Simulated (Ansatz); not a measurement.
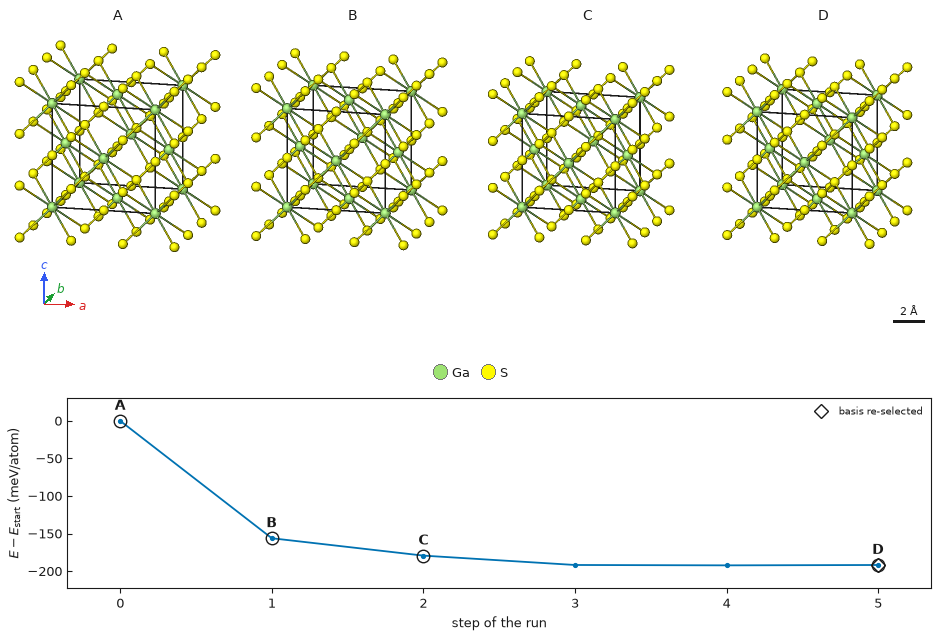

Frames of a relaxation of crystalline GaS3 (a generated structure, set up in Fm-3m) (coarse preliminary run), marked on the history of the run. Style: ball-and-stick. Shown: the conventional cell (4 times the calculation's cell), slightly off an axis. Lengths and directions refer to the drawn axes.

Computed with DFT PBE, scalar-relativistic, plane waves, PAW (Ansatz 0.2.0). Settings: plane-wave cutoff 420 eV; k-point mesh 4 × 4 × 4; occupations gaussian; smearing width 0.1 eV; no spin polarisation; cell and atoms relaxed; force threshold 0.04 eV/Å; at most 70 steps.

Q: What happens along the run?

A: No atom moves by more than 0.005 Å relative to the cell. The drawn cell changes as follows: a = b = c 6.986 → 6.425 Å (−8.0 %); the volume changes by −22.2 %. Near-neighbour distances that change, for instance: Ga–S 3.025 → 2.782 Å. The space group stays Fm-3m (No. 225). After 4 accepted moves (5 points after the start) the energy has fallen by 192 meV per atom. All forces vanish by symmetry, so only the cell relaxes. The pressure goes from −10.06 to −0.01 GPa. The SCF was repeated once at an unchanged geometry on a basis and grid sized afresh for the cell, which shifted the energy by 0.5 meV per atom at most. From step 0 to 1: volume −13.9 %, energy −156 meV per atom. From step 1 to 2: volume −14.6 %, energy −23.1 meV per atom. From step 2 to 5: volume +5.9 %, energy −12.5 meV per atom.

```json
{"step": "0", "E − E(0), meV/atom": "0.00", "pressure, GPa": "-10.06", "volume, Å³/atom": "21.306", "note": ""}
{"step": "1", "E − E(0), meV/atom": "-156.14", "pressure, GPa": "-5.91", "volume, Å³/atom": "18.339", "note": ""}
{"step": "2", "E − E(0), meV/atom": "-179.25", "pressure, GPa": "4.82", "volume, Å³/atom": "15.662", "note": ""}
{"step": "3", "E − E(0), meV/atom": "-191.71", "pressure, GPa": "-0.81", "volume, Å³/atom": "16.761", "note": ""}
{"step": "4", "E − E(0), meV/atom": "-192.20", "pressure, GPa": "-0.01", "volume, Å³/atom": "16.579", "note": ""}
{"step": "5", "E − E(0), meV/atom": "-191.73", "pressure, GPa": "-0.01", "volume, Å³/atom": "16.579", "note": "same geometry, new basis"}
```
